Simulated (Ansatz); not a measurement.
## Electronic structure of FH₅OSi₂···H₂···H₂O in real space

Input

```
crystal:
  periodic: [false, false, false]
  atoms:
    - {symbol: Si, position_ang: [0.462935, 1.380501, 1.221030]}
    - {symbol: H, position_ang: [2.751538, -1.723624, -1.167730]}
    - {symbol: O, position_ang: [-0.617405, 1.445123, 0.026614]}
    - {symbol: Si, position_ang: [-1.294256, 0.691705, -1.268388]}
    - {symbol: H, position_ang: [1.764661, 0.857637, 0.758538]}
    - {symbol: H, position_ang: [0.560238, 2.717754, 1.840707]}
    - {symbol: H, position_ang: [-0.323674, -1.499613, 1.366609]}
    - {symbol: F, position_ang: [-0.058015, 0.389258, 2.373261]}
    - {symbol: H, position_ang: [2.120937, -1.696250, -0.766052]}
    - {symbol: O, position_ang: [-0.142114, -1.656175, 0.434892]}
    - {symbol: H, position_ang: [-1.867451, 1.764174, -2.120878]}
    - {symbol: H, position_ang: [-0.281439, -0.059032, -2.047268]}
    - {symbol: H, position_ang: [-2.392550, -0.204752, -0.832912]}
    - {symbol: H, position_ang: [-0.683505, -2.406705, 0.181576]}
basis:
  gaussian: {orbitals: def2-TZVPP}
hamiltonian: {xc: pbe0, dispersion: d4}
output: {orbitals: {seedname: orbitals}}
```

Command:

```sh
ansatz run in.yaml --threads 8 --pin off --events-out ev --progress --plain --max-ram 19148MiB
```

The product side of a reaction path; geometry: PBE0-D4/def2-TZVP; a saddle point, not a minimum.

Level of theory: RKS PBE0-D4/def2-TZVPP in Ansatz.

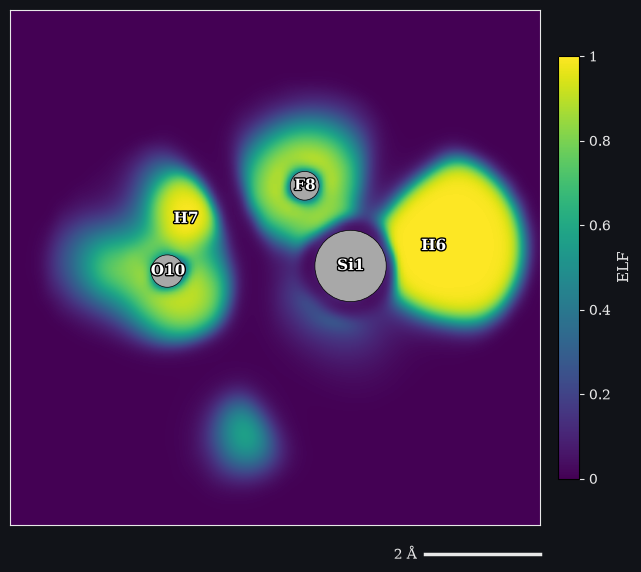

Figure 1. ELF on the plane of atoms H6, Si1 and F8. Grey discs cover the atomic cores.

Q: What does the map show?

A:
- The section cuts through Si, H, F and O sites.
- F8···H7 (2.16 Å): the ELF dips to about 0 between them; a closed-shell contact with the geometry of a hydrogen bond.
- Si–F (1.61 Å): the ELF peaks at about 0.85 in the valence shell of F, 0.6 Å from its nucleus, and is about 0.55 at the midpoint.
- O–H (0.96 Å): the ELF climbs to about 1 towards the hydrogen, as it does in any bond to H (a covalent bond by its length).
- Si–H (1.48 Å): the ELF climbs to about 1 towards the hydrogen.
- The ELF also peaks beside O10 and F8, away from the bonds: lone-pair regions.

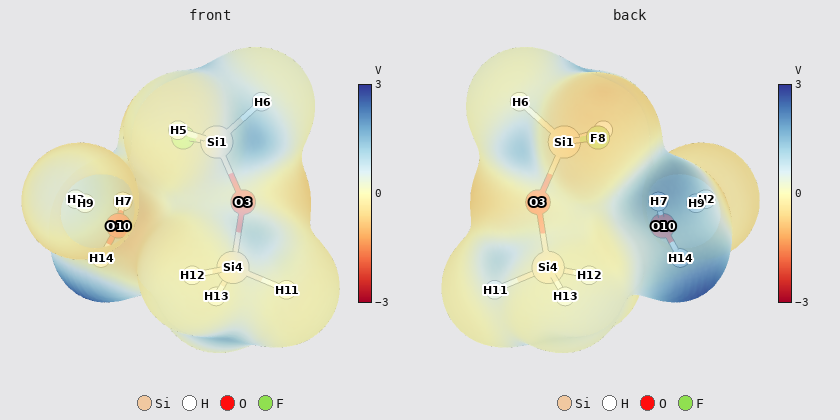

Figure 2. The electrostatic potential painted on the density surface at 0.002 e/bohr³, seen from the front and from behind; red is negative and blue positive.

Q: Which sites attract a positive test charge, and which a negative one?

A: A positive charge is drawn to the negative regions and a negative charge to the positive ones. The most negative region (about −0.9 V) lies over O10, the most positive (about +2.5 V) over H14.

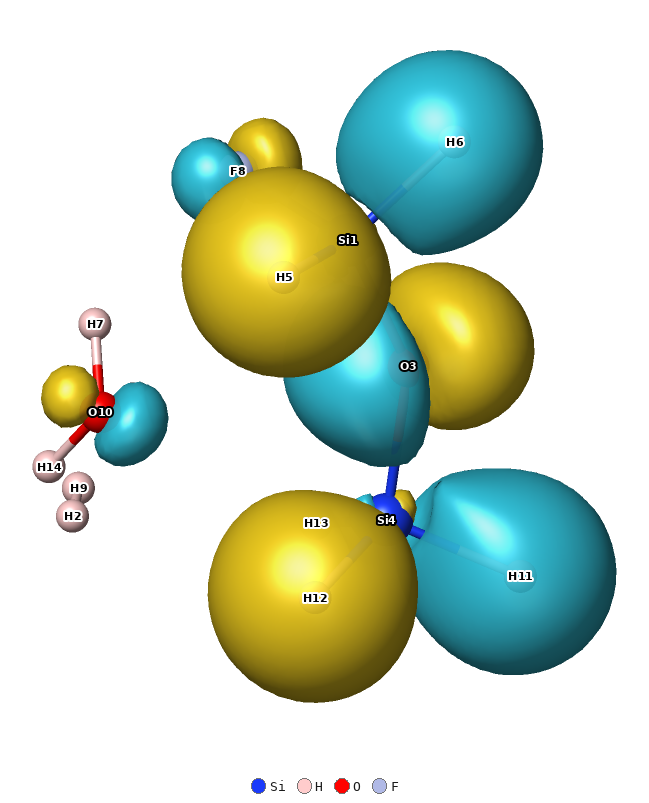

Figure 3. The HOMO at ±0.08 Å⁻³ᐟ² (yellow and cyan are the two phases), seen at a tilt.

Q: What is the character of this orbital?

A: By Hirshfeld shares it lies mainly on O3 (about 25 %), Si4 (about 15 %), H12 (about 15 %), Si1 (about 15 %), H11 (about 10 %) and H5 (about 10 %). Its energy is −8.80 eV.
